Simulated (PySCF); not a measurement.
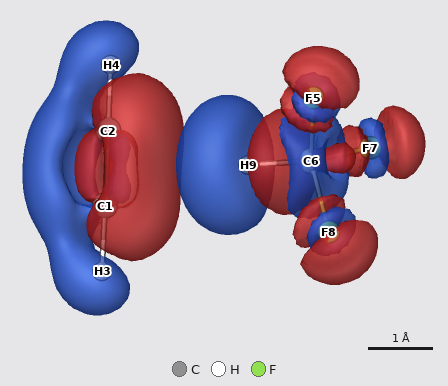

Figure 1: C$_{3}$H$_{3}$F$_{3}$, SMILES `C#C.FC(F)F`. Density of the complex less the densities of the two fragments at the same geometry, ±0.0015 e/Å³ (red: gain, blue: loss). Fragment A: H2C2 (atoms 1–4); fragment B: HCF3.

Computed with PySCF, HF/def2-SVP, geometry: GFN2-xTB.

Cartesian coordinates (Å):

```
C1      -2.7916   -0.5976   -0.0071
C2      -2.7449    0.5964   -0.0060
H3      -2.8377   -1.6469   -0.0077
H4      -2.7108    1.6462   -0.0044
F5       1.2314    0.9045    0.8616
C6       0.7995   -0.0079   -0.0041
F7       1.2871    0.2949   -1.2036
F8       1.2900   -1.1896    0.3577
H9      -0.3061   -0.0330   -0.0254
```

**Which way does charge flow?**

Hirshfeld charges show 0.007 e passing from A to B. By Hirshfeld charges, electrons gather most on C6 (−0.005 e) and leave H9 most (+0.012 e); 0.05 e is displaced in all, which induces a dipole of 0.36 D.

**What is the interaction energy, and which contacts carry it?**

The counterpoise-corrected interaction energy of the frozen fragments is +0.3 kcal/mol without dispersion correction and −1.8 kcal/mol with D3(BJ). The pair geometry is semi-empirical, not a minimum at this level. Contacts: C2···H9, C–H···C contact, 2.52 Å, ρ = 0.012 a.u. The pose is a local one from a semi-empirical search, not shown to be the most stable.
